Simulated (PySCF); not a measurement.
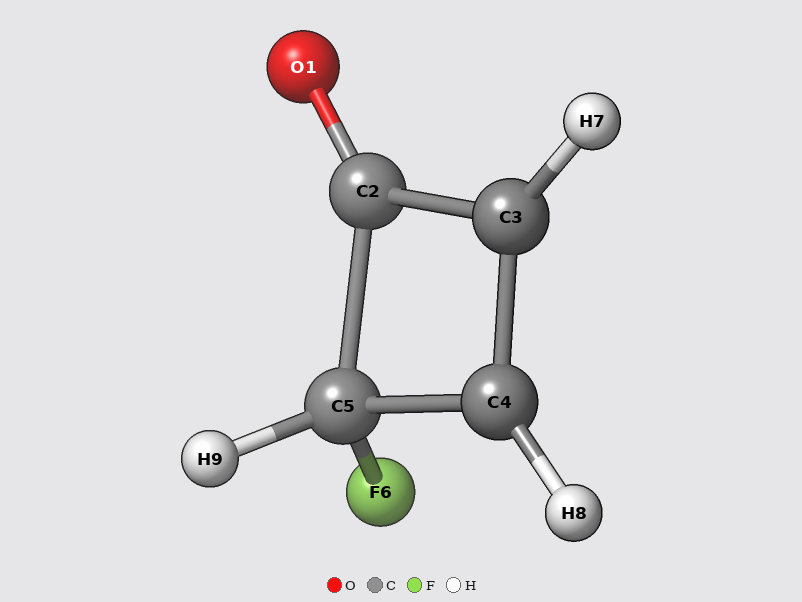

Computed geometry: GFN2-xTB optimisation. No frequency run is at hand to confirm it as a minimum. Level of theory: B3LYP/pcJ-1 indirect spin-spin coupling, non-relativistic, gas phase (PySCF 2.14.0). Isotopes: 13C, 19F, 1H, 17O.

Give the spin–spin coupling constants of these pairs, with the number of bonds between them: O1/C2, C2/C5, C2/H7, C2/C4, C3/H8, F6/H8.

```tsv
pair	bonds apart	J (Hz)
O1, C2	1	30.9
C2, C5	1	37.4
C2, H7	2	4.2
C2, C4	2	−5.3
C3, H8	2	6.3
F6, H8	3	0.7
```

Density functionals are unreliable for couplings to fluorine, so those rows may be far off.
